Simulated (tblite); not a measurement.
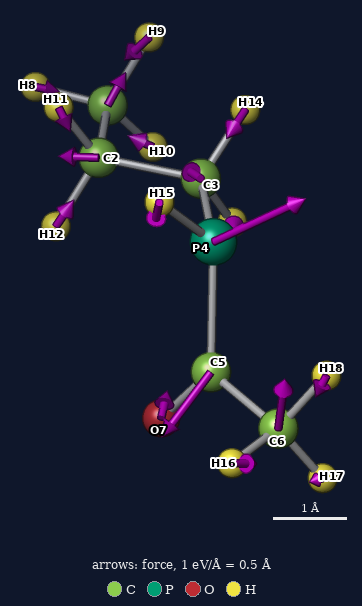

Starting geometry of C5H11OP with the computed forces as purple arrows. The picture is a ball-and-stick view, seen from a free direction.

Method: tblite 0.8.0, GFN2-xTB geometry optimisation, gas phase. 

**Is this structure relaxed? If not, where do the atoms go?**

It isn't relaxed: the largest force vector, on the P atom, is 3.20 eV/Å. The final displacements have little in common with the starting forces (cosine between the two patterns 0.15). The O atom moves most after the best rigid fit: 1.64 Å. Largest moves by element: O 1.64 Å, H 1.58 Å, P 0.96 Å, C 0.77 Å. Among the contacts that change: C–P 1.806 → 1.854 Å, H–P 1.438 → 1.398 Å, C–H 1.131 → 1.094 Å, C–H 1.103 → 1.088 Å. Bond angles that change, for instance: C–P–H 115.5° → 93.8°, C–P–H 115.7° → 98.1°, C–P–C 114.1° → 98.3°. Groups turn about C–C by about 25°. The energy falls by 156.7 kJ/mol in 117 geometry steps. The run took 0.61 s on 1 thread of Arm Neoverse V2, on a shared host.
